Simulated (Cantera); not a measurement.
Charge: 1 mol Fe2O3, 1.5 mol CH4, 16 mol H2, held at 3.10 mbar.

These are equilibrium values from Cantera (NASA tables, ideal gas, pure condensed phases), not measurements of a reactor. Candidate condensed phases: C, C6H6, C7H8, C8H18, Fe, Fe(CO)5, FeO, Fe(OH)2, Fe(OH)3, Fe2O3, Fe3O4, H2O; 114 gas species. The numbers say what is thermodynamically allowed, not how fast it happens.

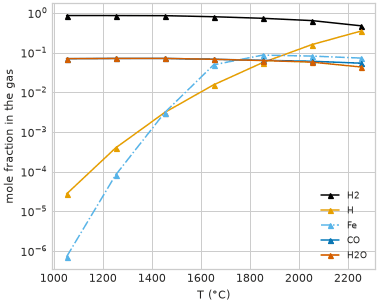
Figure. Equilibrium gas composition (values under 1e-9 drawn at 1e-9)

### Question
Read off the mole fractions at 1252 °C.

### Answer
H2 about 0.86, CO about 0.071, H2O about 0.071, H about 0.00039, Fe about 8.2e-5.
